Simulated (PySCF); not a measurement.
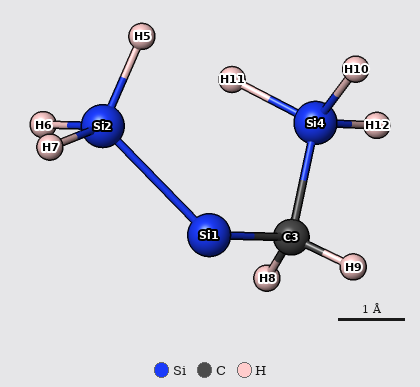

Fig. 1: The input geometry (ball-and-stick view, seen at a tilt; atoms are numbered from 1 in the order of the input).

## CH8Si3: EPR calculation

System: CH8Si3, multiplicity 3, SMILES [SiH3]C[Si][SiH3].
Method: UKS BHandHLYP, IGLO-III on C Si, pcH-1 on H, non-relativistic, mean-field spin-orbit, GIAO (PySCF 2.14.0).

### Output
```
UKS, coarse grid
  cycle   1  E = -911.27811942  |g| = 2.20e-01
  cycle   2  E = -911.29819781  |g| = 1.47e-01
  cycle   3  E = -911.30838429  |g| = 4.38e-02
  cycle   4  E = -911.30980780  |g| = 1.18e-02
  cycle   5  E = -911.30996698  |g| = 3.10e-03
  cycle   6  E = -911.30999579  |g| = 1.26e-03
  cycle   7  E = -911.30999911  |g| = 4.42e-04
UKS, final grid
  cycle   1  E = -911.30998555  |g| = 2.43e-04
  cycle   2  E = -911.30998568  |g| = 1.58e-04
  cycle   3  E = -911.30998571  |g| = 7.72e-05
  cycle   4  E = -911.30998574  |g| = 3.33e-05
  cycle   5  E = -911.30998574  |g| = 5.39e-06
E = -911.30998574 Eh   <S^2> = 2.0054 (exact 2.0000)
g shifts (ppm)      1          2          3
  rmc          -130       -130       -130
  gc             31         49         12
  oz_so        -824       1220       1749
  total        -922       1140       1632
hyperfine (MHz)  atom isotope    a_iso     a_fc   dipolar eigenvalues
    0  29Si    -364.85    -366.19    -62.31    -22.38     84.68
    1  29Si     -51.08     -51.18    -15.47      6.77      8.70
    2   13C      13.64      13.61     -4.24     -3.07      7.31
    3  29Si     -23.63     -23.66     -3.61      1.19      2.42
    4    1H      39.85      39.85     -2.41     -0.67      3.08
    5    1H      39.70      39.69     -2.40     -0.68      3.08
    6    1H      -6.88      -6.88     -2.13     -1.93      4.07
    7    1H      29.75      29.75     -4.07     -1.24      5.30
    8    1H      11.90      11.90     -3.80     -2.51      6.31
    9    1H      -0.69      -0.69     -1.67     -1.01      2.68
   10    1H      -0.29      -0.29     -1.64     -0.95      2.59
   11    1H      15.78      15.78     -0.90     -0.61      1.50
zero-field splitting (cm-1)  D = -1.7114  E = -0.0107  (spin-spin 0.1609, spin-orbit -1.8663)
```

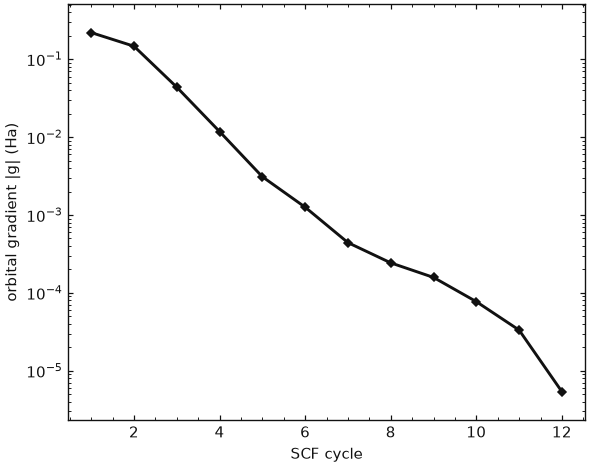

Fig. 2: Convergence of the self-consistent field: orbital gradient |g| against the SCF cycle. All cycles printed in the log are drawn one after another.

This output came from the following input.

### The input
```
{"job": {"kind": "epr", "xc": "BHandHLYP"}, "charge": 0, "multiplicity": 3}
Si     0.703852    -0.603684    -1.362142
Si     2.233059     0.583381    -0.071979
C     -1.007320    -1.076795    -0.699011
Si    -1.621064     0.174986     0.573307
H      1.726292     1.940089     0.312118
H      2.596406    -0.149699     1.183281
H      3.458480     0.744440    -0.911654
H     -0.981799    -2.083626    -0.247907
H     -1.725755    -1.110087    -1.535779
H     -1.767246     1.518797    -0.062346
H     -0.633706     0.283628     1.692195
H     -2.939782    -0.243539     1.144259
```

The first line tells a small driver script what to run in PySCF; the rest is the geometry in Å.

Launched with:
```bash
OMP_NUM_THREADS=1 python <driver script> task.json out
```

### Key numbers

- outcome: converged
- total energy: −911.309986 hartree
- ⟨S²⟩: 2.005
- isotropic g: 2.0029
- hardware: 1 CPU thread, shared host
- wall time: 78 s
- peak memory: 0.91 GiB
